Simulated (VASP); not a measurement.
Band structure of BN (wurtzite). Method: revPBE GGA, VASP's PBE PAW potentials (set 64) (plane waves; VASP 6.6.1).

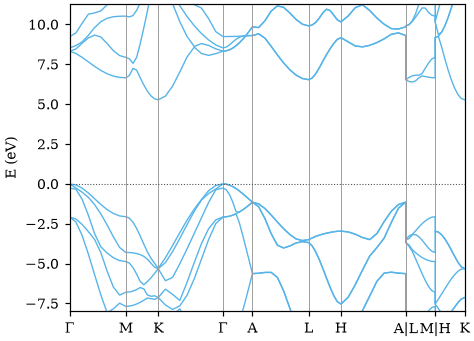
Figure. Bands along high-symmetry lines, zero at the valence-band maximum or, without a gap, the Fermi level

Task: Read the plot: is there a gap, and where are the band edges?

Result: The gap is indirect, 5.27 eV, from the valence maximum at Γ to the conduction minimum at K. (Edges off the drawn lines would not show.)

The compound is BN in the wurtzite structure, a metastable high-pressure form. It was relaxed first.
